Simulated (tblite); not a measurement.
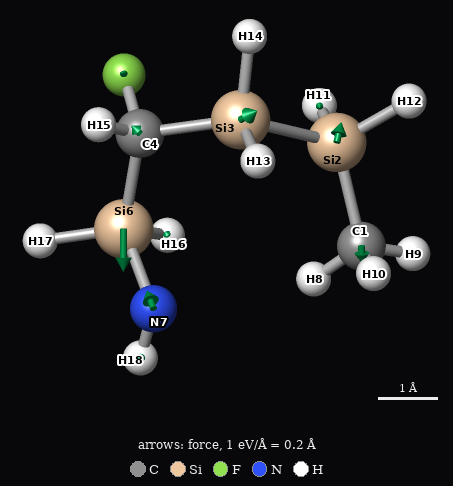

Starting geometry of C2H11FNSi3 (multiplicity 2) with the computed forces as green arrows. Style: ball-and-stick. Shown from a free direction.

Computed with GFN2-xTB geometry optimisation, gas phase in tblite. 

### What follows when this structure is relaxed?

It isn't relaxed: the largest force vector, on a Si atom, is 3.72 eV/Å. The final displacements have little in common with the starting forces (cosine between the two patterns 0.22). Over 108 geometry steps the energy falls by 18.0 kcal/mol. An H atom moves most after the best rigid fit: 0.84 Å. Largest moves by element: H 0.84 Å, N 0.58 Å, Si 0.30 Å, F 0.12 Å, C 0.10 Å. Near-neighbour distances that change, for instance: C–Si 1.832 → 2.010 Å, N–Si 1.763 → 1.652 Å, C–Si 1.841 → 1.912 Å, C–Si 1.833 → 1.897 Å. Among the angles between lasting bonds that change: N–Si–H 107.1° → 127.7°, Si–N–H 106.6° → 123.8°, C–Si–N 114.0° → 100.0°. Groups turn about N–Si by about 75°.
